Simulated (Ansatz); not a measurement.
Al2O3 (space group R-3c, No. 167). Coordinates: coordinates from a relaxation with DFT, PAW plane waves, r2scan in Ansatz 0.2.0.

```xyz
30
Lattice="4.7588 0.0000 0.0000 -2.3794 4.1213 0.0000 0.0000 0.0000 12.9941" Properties=species:S:1:pos:R:3 pbc="T T T"
Al    0.0000    2.7475    4.0899
Al    2.3794    1.3738    2.4072
Al    0.0000    2.7475    0.2415
Al    0.0000    0.0000    1.9242
O     1.6504    2.6364    1.0828
O     3.8374    1.3738    1.0828
O     1.6504    0.1111    1.0828
O    -1.6504    2.8586    3.2485
O     3.3009    0.0000    3.2485
O     0.7290    1.2626    3.2485
Al    0.0000    0.0000    8.4212
Al    0.0000    2.7475    6.7386
Al    0.0000    0.0000    4.5729
Al    2.3794    1.3738    6.2555
O    -0.7290    4.0101    5.4142
O     1.4579    2.7475    5.4142
O    -0.7290    1.4849    5.4142
O     3.1084    0.1111    7.5799
O     0.9215    1.3738    7.5799
O     3.1084    2.6364    7.5799
Al    2.3794    1.3738   12.7526
Al    0.0000    0.0000   11.0700
Al    2.3794    1.3738    8.9043
Al    0.0000    2.7475   10.5869
O    -0.7290    1.2626    9.7456
O     1.4579    0.0000    9.7456
O     1.6504    2.8586    9.7456
O     0.7290    1.4849   11.9113
O    -1.4579    2.7475   11.9113
O     0.7290    4.0101   11.9113
```

Describe how the polyhedra about Al are linked (bonds: Al–O below 2.2 Å).

Al: AlO6 octahedron, sharing corners with nine neighbours, edges with three neighbours and a face with one neighbour.

They form a three-dimensional framework of corner-, edge- and face-sharing octahedra.

Centre to centre across a shared corner: 3.22 to 3.50 Å; across a shared edge: 2.79 Å; across a shared face: 2.65 Å.

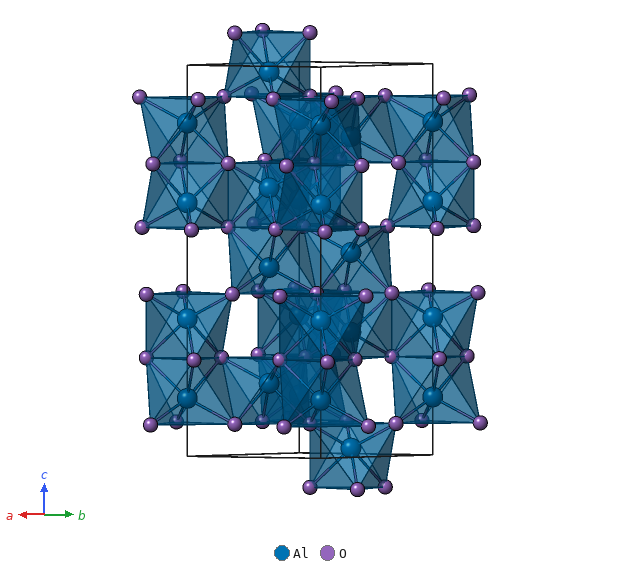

Polyhedra are drawn about Al (bonds: Al–O below 2.2 Å); other atoms are plain spheres.
